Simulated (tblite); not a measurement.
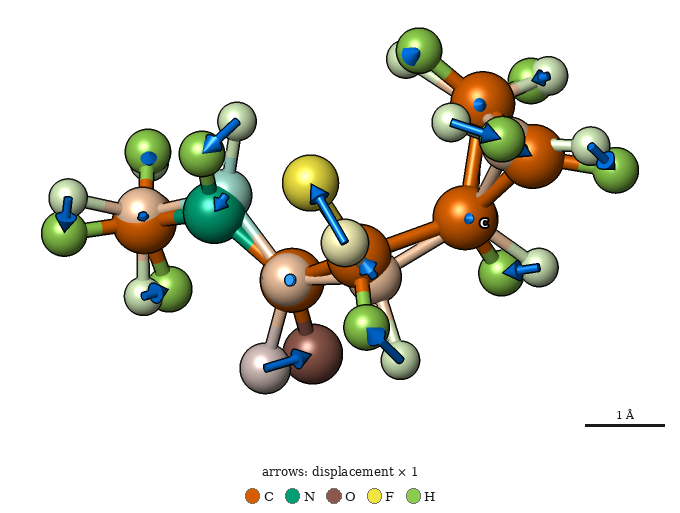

This is a relaxation of C6H10FNO. The starting structure is drawn faded, the final one solid; blue arrows show the displacements, at their true length. The two geometries are superimposed by the best rigid fit.

The picture is a ball-and-stick view, seen at a tilt.

Level of theory: GFN2-xTB geometry optimisation, gas phase (tblite). 

### What did the optimiser do to the structure, and how much energy did it gain?

The F atom moves most after the best rigid fit: 0.93 Å. By element the largest moves are F 0.93 Å, H 0.84 Å, O 0.71 Å, C 0.37 Å, N 0.28 Å. Some distances before and after: C–C 1.443 → 1.533 Å, C–N 1.427 → 1.342 Å, C–O 1.285 → 1.213 Å, C–H 1.137 → 1.082 Å. Among the angles between lasting bonds that change: N–C–C 128.1° → 114.7°, N–C–O 113.9° → 124.6°, C–C–C 118.4° → 109.0°. Groups turn about C–C by about 45°, C–C by about 35°. Over 123 geometry steps the energy falls by 124.6 kJ/mol.
